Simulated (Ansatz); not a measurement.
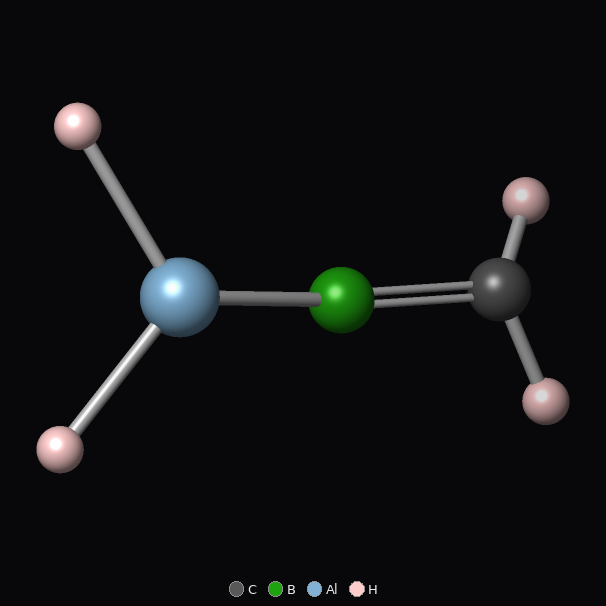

Geometry: atoms displaced at random (about 0.13 Å) from a stationary point of GFN2-xTB. Program: Ansatz 0.2.0.

Compare dipole (D) at these levels: PBE-D4/def2-TZVPP; PBE0-D4/def2-TZVPP; RHF-CCSD(T) (frozen core)/def2-TZVPP; r2SCAN-D4/def2-TZVPP; r2SCAN0-D4/def2-TZVPP; ωB97M-V/def2-TZVPP; ωB97X-V/def2-TZVPP.

```csv
level,dipole (D)
PBE-D4/def2-TZVPP,1.29
PBE0-D4/def2-TZVPP,1.33
RHF-CCSD(T) (frozen core)/def2-TZVPP,1.45
r2SCAN-D4/def2-TZVPP,1.38
r2SCAN0-D4/def2-TZVPP,1.38
ωB97M-V/def2-TZVPP,1.32
ωB97X-V/def2-TZVPP,1.33
```
